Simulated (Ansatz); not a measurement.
# SiHCl2O (SMILES [O][SiH](Cl)Cl): UB3LYP/6-311+G(d,p)

Aim: the electronic atomisation energy of SiHCl2O at UB3LYP/6-311+G**, from 5 runs. 

Program for the calculation: Ansatz 0.2.0.

45 further runs of the same task are left out: 45 set aside as unsound or not needed.

## (1) The structure to begin with

The species is SiHCl2O (5 atoms), meant as a doublet with charge 0. SMILES: `[O][SiH](Cl)Cl`. Geometry: relaxed at PBE0-D4/def2-TZVP.

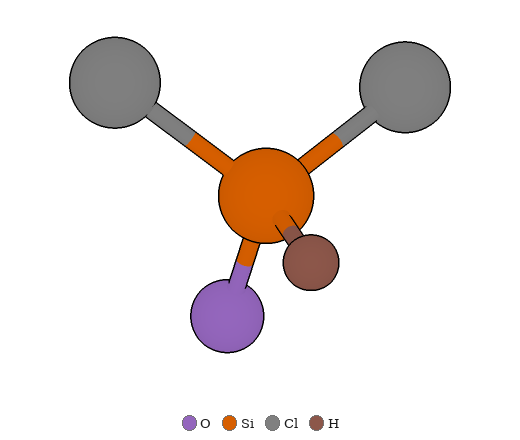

The structure, seen from a chosen angle (oxygen purple, silicon orange, chlorine grey, hydrogen brown).

## (2) The energy at UB3LYP/6-311+G(d,p)

The input, molecule.yaml:

```yaml
basis:
  gaussian:
    orbitals: 6-311+G_st__st_-spherical.json
crystal:
  periodic: [false, false, false]
  atoms:
    - {symbol: O, position_ang: [0.092100, -0.719000, 1.517100]}
    - {symbol: Si, position_ang: [0.084300, -0.040000, 0.014900]}
    - {symbol: Cl, position_ang: [-0.523700, 1.894600, 0.060800]}
    - {symbol: Cl, position_ang: [-1.112100, -1.056100, -1.269800]}
    - {symbol: H, position_ang: [1.509200, -0.153100, -0.364300]}
magnetization:
  spin_polarized: true
  initial_magnetization: 1
accuracy: high
hamiltonian:
  xc: {name: B3LYP}
output: {orbitals: {seedname: orbitals}}
```

The basis set 6-311+G** is read from a file made from the Basis Set Exchange's data (not shown).

Launch:

```
$ ansatz run molecule.yaml --threads 1 --pin off --max-ram 3480MiB --events-out events.jsonl --progress --plain --runs-dir runs
```

Output:

```text
Warning: RAYON_NUM_THREADS=1 ignored (pool sized by the plan → 1); use --threads N
Functional definition: B3LYP
  name "B3LYP"
  parameter a0 = 0.2
  parameter ax = 0.72
  parameter ac = 0.81
  exchange = (1 - a0 - ax)*slater_x + ax*b88_x + a0*exact_x
  correlation = (1 - ac)*vwn_rpa_c + ac*lyp_c
1999 factors; integrals over basis functions are off by at most 8.4e-9 eV
mean field evaluation 1: about -34976.1795 eV, gradient 5.3e1 eV
mean field evaluation 2: about -34758.7492 eV, gradient 1.4e2 eV
mean field evaluation 4: about -34987.3015 eV, gradient 2.2e1 eV
mean field evaluation 8: about -34989.9740 eV, gradient 3.8e-1 eV
mean field evaluation 16: about -34990.0809 eV, gradient 8.5e-4 eV
mean field evaluation 32: about -34990.2414 eV, gradient 4.2e-3 eV
mean field -34990.24137233 eV, -1285.8676531957 hartree, gradient 5.7e-8 eV, S^2 0.753417; 2 other end points of the search recorded, 0 dependent functions left out
reference -34990.24141323 eV, -1285.8676546986 hartree; 29, 28 occupied and 89, 90 virtual orbitals, 1999 factors
Total energy: -34990.24141323 eV, -1285.8676546986 hartree
```

It took 17 s on 1 thread of AMD EPYC 9R45 (Zen 5), shared host; peak memory 0.62 GiB.

## (3) The Cl atom, same level

The input, in.yaml:

```yaml
crystal:
  periodic: [false, false, false]
  atoms:
    - {symbol: Cl, position_ang: [0.000000, 0.000000, 0.000000]}
basis:
  gaussian: {orbitals: 6-311+G_st__st_-spherical.json}
magnetization: {spin_polarized: true, initial_magnetization: 1}
hamiltonian: {xc: {name: B3LYP}}
accuracy: high
```

The basis set 6-311+G** is read from a file made from the Basis Set Exchange's data (not shown).

Launch:

```
$ ansatz run in.yaml --threads 1 --pin off --max-ram 3480MiB --events-out events.jsonl --progress --plain --runs-dir runs
```

Output, cut to the lines that bear on the results:

```text
Warning: RAYON_NUM_THREADS=1 ignored (pool sized by the plan → 1); use --threads N
[... 7 set-up lines as earlier in the session ...]
229 factors; integrals over basis functions are off by at most 4.3e-9 eV
mean field evaluation 1: about -12521.7149 eV, gradient 3.2e0 eV
mean field evaluation 2: about -12521.7672 eV, gradient 1.6e0 eV
mean field evaluation 4: about -12521.7764 eV, gradient 5.2e-1 eV
mean field evaluation 8: about -12521.7787 eV, gradient 6.8e-3 eV
mean field evaluation 16: about -12521.7787 eV, gradient 1.3e-7 eV
mean field -12521.77872051 eV, -460.1668804122 hartree, gradient 8.6e-8 eV, S^2 0.751848; 0 other end points of the search recorded, 0 dependent functions left out
reference -12521.77877214 eV, -460.1668823098 hartree; 9, 8 occupied and 21, 22 virtual orbitals, 229 factors
Total energy: -12521.77877214 eV, -460.1668823098 hartree
```

It took 0.44 s on 1 thread of AMD EPYC 9R45 (Zen 5), shared host.

## (4) The H atom, same level

The input, input.yaml:

```yaml
crystal:
  periodic: [false, false, false]
  atoms:
    - {symbol: H, position_ang: [0.000000, 0.000000, 0.000000]}
basis:
  gaussian: {orbitals: 6-311+G_st__st_.json}
magnetization: {spin_polarized: true, initial_magnetization: 1}
hamiltonian: {xc: {name: B3LYP}}
accuracy: high
```

The basis set 6-311+G** is read from a file made from the Basis Set Exchange's data (not shown).

Run the same way, it converges to -0.50216 Eh (log not shown).

## (5) The O atom, same level

The input, run.yaml:

```yaml
crystal:
  periodic: [false, false, false]
  atoms:
    - {symbol: O, position_ang: [0.000000, 0.000000, 0.000000]}
basis:
  gaussian:
    orbitals: 6-311+G_st__st_.json
magnetization:
  spin_polarized: true
  initial_magnetization: 2
hamiltonian:
  xc: {name: B3LYP}
accuracy: high
```

The basis set 6-311+G** is read from a file made from the Basis Set Exchange's data (not shown).

Launch:

```
$ ansatz run run.yaml --threads 1 --pin off --max-ram 3480MiB --events-out events.jsonl --progress --plain --runs-dir runs
```

Output, cut to the lines that bear on the results:

```text
Warning: RAYON_NUM_THREADS=1 ignored (pool sized by the plan → 1); use --threads N
[... 7 set-up lines as earlier in the session ...]
174 factors; integrals over basis functions are off by at most 3.4e-9 eV
mean field evaluation 1: about -2043.1422 eV, gradient 7.2e0 eV
mean field evaluation 2: about -2043.2032 eV, gradient 5.4e0 eV
mean field evaluation 4: about -2043.2993 eV, gradient 3.5e-2 eV
mean field evaluation 8: about -2043.2996 eV, gradient 3.6e-4 eV
mean field evaluation 16: about -2043.2996 eV, gradient 2.9e-8 eV
mean field evaluation 32: about -2043.2996 eV, gradient 7.4e-9 eV
mean field -2043.29964238 eV, -75.0898768593 hartree, gradient 7.4e-9 eV, S^2 2.003491; 0 other end points of the search recorded, 0 dependent functions left out
reference -2043.29966686 eV, -75.0898777587 hartree; 5, 3 occupied and 17, 19 virtual orbitals, 174 factors
Total energy: -2043.29966686 eV, -75.0898777587 hartree
```

Wall time 0.24 s (1 thread of AMD EPYC 9R45 (Zen 5), shared host).

## (6) The Si atom, same level

The input, in.yaml:

```yaml
basis:
  gaussian:
    orbitals: 6-311+G_st__st_-spherical.json
crystal:
  periodic: [false, false, false]
  atoms:
    - {symbol: Si, position_ang: [0.000000, 0.000000, 0.000000]}
magnetization:
  spin_polarized: true
  initial_magnetization: 2
hamiltonian:
  xc: {name: B3LYP}
accuracy: high
```

The basis set 6-311+G** is read from a file made from the Basis Set Exchange's data (not shown).

Launch:

```
$ ansatz run in.yaml --threads 1 --pin off --max-ram 3480MiB --events-out events.jsonl --progress --plain --runs-dir runs
```

Output, cut to the lines that bear on the results:

```text
Warning: RAYON_NUM_THREADS=1 ignored (pool sized by the plan → 1); use --threads N
[... 7 set-up lines as earlier in the session ...]
230 factors; integrals over basis functions are off by at most 3.5e-9 eV
mean field evaluation 1: about -7874.7296 eV, gradient 3.5e0 eV
mean field evaluation 2: about -7874.8043 eV, gradient 2.1e0 eV
mean field evaluation 4: about -7874.8163 eV, gradient 2.2e-1 eV
mean field evaluation 8: about -7874.8165 eV, gradient 2.4e-3 eV
mean field evaluation 16: about -7874.8165 eV, gradient 2.6e-9 eV
mean field evaluation 32: about -7874.8165 eV, gradient 5.7e-5 eV
mean field -7874.81647235 eV, -289.3941676166 hartree, gradient 2.2e-9 eV, S^2 2.002006; 2 other end points of the search recorded, 0 dependent functions left out
reference -7874.81649540 eV, -289.3941684637 hartree; 8, 6 occupied and 22, 24 virtual orbitals, 230 factors
Total energy: -7874.81649540 eV, -289.3941684637 hartree
```

Wall time 0.66 s (1 thread of AMD EPYC 9R45 (Zen 5), shared host).

## (7) What came out

At UB3LYP/6-311+G**:

```
                                    quantity           value
                      molecule: total energy  -1285.86765 Eh
molecule: HOMO energy (highest over α and β)        -9.21 eV
 molecule: LUMO energy (lowest over α and β)        -6.17 eV
                              molecule: ⟨S²⟩           0.753
                       Cl atom: total energy   -460.16688 Eh
                               Cl atom: ⟨S²⟩           0.752
                        H atom: total energy     -0.50216 Eh
                                H atom: ⟨S²⟩           0.750
                        O atom: total energy    -75.08988 Eh
                                O atom: ⟨S²⟩           2.003
                       Si atom: total energy   -289.39417 Eh
                               Si atom: ⟨S²⟩           2.002
               electronic atomisation energy       14.903 eV
```

In words: Taking the molecule apart into free atoms costs 14.90 eV (344 kcal/mol), before zero-point energy and without spin-orbit coupling.
